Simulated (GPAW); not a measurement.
Converging the plane-wave cutoff: Se (C2, 3 atoms in the cell)

```
CELL_PARAMETERS angstrom
      2.19156    -3.79589     0.00000
      2.19156     3.79589     0.00000
      0.00000     0.00000     4.96485
ATOMIC_POSITIONS crystal
  Se 0.00000 0.22500 0.66667
  Se 0.78641 0.78641 0.00000
  Se 0.22500 0.00000 0.33333
```

Level of theory: LDA (Perdew-Wang 92), GPAW PAW datasets LDA (gpaw-data 1.0.1) (plane waves; GPAW 25.7.0).

Base settings: mode = pw; ecut = 600 eV; xc = LDA; kpts = 3 3 2; mesh shift (steps) = 0 0 0; occupations.name = fermi-dirac; occupations.width = 0.01 eV; nbands = -6; convergence.density = 1e-05 e/electron; convergence.energy = 1e-05 eV/electron.

The second cell is the first with its lattice scaled by 0.98.

The mesh stays at the base's, so the ladder's end is converged at best in this setting alone.

Only quantities that move along the ladder and can be compared are tabulated; the gap is left out on so coarse a mesh.

The count of work is k-points × plane waves × bands × iterations; it is no time. 

The starting cell has typed, rounded lattice constants, without a prior relaxation at this level. Its lattice was rescaled by up to half a per cent. One atom was moved a little off its site on purpose.

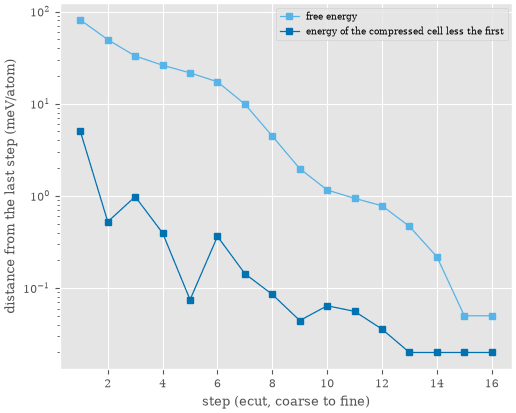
Distance from the last step along the ladder; very small values are drawn at a floor.

```tsv
ecut	free energy less the last step's (meV/atom)	energy of the compressed cell less the first (meV/atom)	pressure (GPa)	largest difference of a force vector from the last step's (eV/Å)	count of work / last
210 eV	81.07	21.37	-1.29	0.056	0.049
240 eV	49.53	16.88	-0.80	0.039	0.069
270 eV	32.93	17.34	-0.53	0.024	0.078
300 eV	26.13	16.76	-0.42	0.007	0.11
330 eV	21.57	16.44	-0.42	0.001	0.14
360 eV	17.28	16.72	-0.42	0.001	0.13
420 eV	9.87	16.50	-0.43	0.001	0.19
480 eV	4.45	16.45	-0.36	0.001	0.19
540 eV	1.97	16.41	-0.29	0.002	0.24
600 eV	1.16	16.42	-0.26	0.002	0.29
660 eV	0.94	16.42	-0.25	0.002	0.30
720 eV	0.78	16.40	-0.25	0.000	0.36
810 eV	0.47	16.38	-0.26	0.001	0.46
900 eV	0.22	16.36	-0.25	0.001	0.48
1050 eV	0.04	16.36	-0.25	0.001	0.60
1200 eV	0.01	16.36	-0.25	0.001	0.73
1440 eV	0.00	16.36	-0.25	0.000	1.0
```

Coarsest ecut that holds the forces within 0.005 eV/Å of the last step, with all finer ones: 330 eV, at 0.14 of the last step's count of work; the step before is off by 0.007 eV/Å.

Coarsest ecut that holds the energy of the compressed cell less the first within 0.2 meV/atom of the last step, with all finer ones: 420 eV, at 0.19 of the last step's count of work; the step before is off by 0.36 meV/atom.

Coarsest ecut that holds the free energy within 5 meV/atom of the last step, with all finer ones: 480 eV, at 0.19 of the last step's count of work; the step before is off by 9.9 meV/atom.

The energy difference between the two cells stays within 1 meV/atom of the last step's from 240 eV on, the total only from 660 eV on: much of the error is common to both cells and cancels.

At the lowest cutoff the pressure lies 1.0 GPa under the last step's, the usual sign of Pulay stress in an incomplete plane-wave basis.
